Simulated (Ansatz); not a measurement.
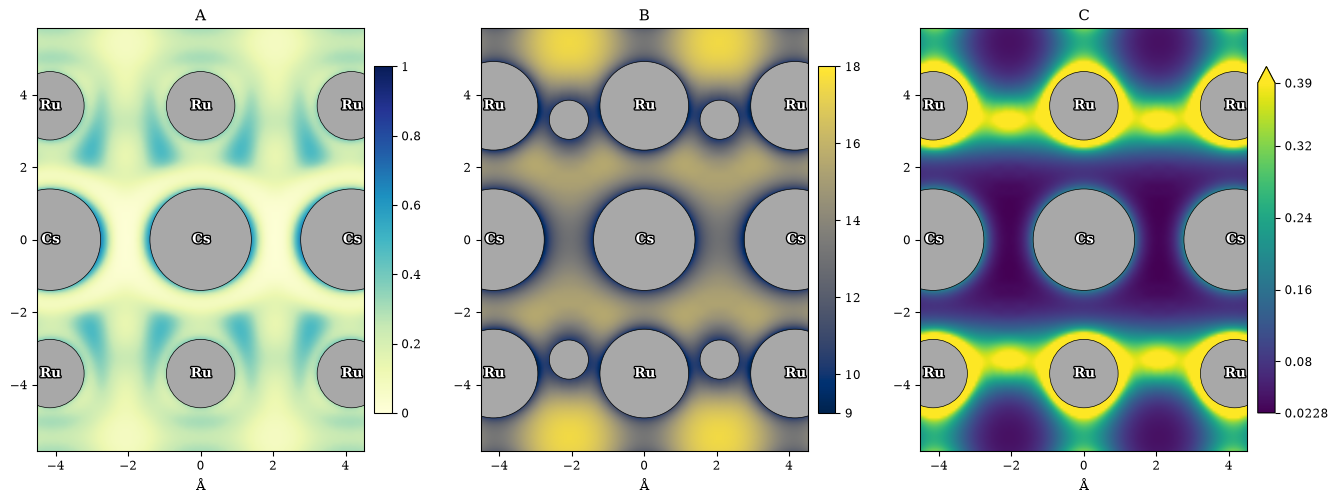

CsRu4: 3 fields on the (101) plane of the conventional cell, with unlabelled colour scales. Grey discs cover the atomic cores.

Space group C2/m; a generated structure, not necessarily the stable one; changed on purpose from its base cell (volume × 0.94, shape and atoms relaxed); computed pressure about 3 GPa in this cell; computed without spin polarisation.

Level of theory: DFT PBE, scalar-relativistic, plane waves, PAW in Ansatz.

Q: The panels show electron localisation function, electrostatic potential energy of an electron and valence pseudo-density in some order. Assign them.

A: Panel A: electron localisation function. Panel B: electrostatic potential energy of an electron (low next to the atoms, rising into the space between them). Panel C: valence pseudo-density. From the grid: Cs–Ru (3.70 Å): the density is about 0.08 e/Å³ at the midpoint; the ELF is about 0.10 at the midpoint; no localised pair shows between them.
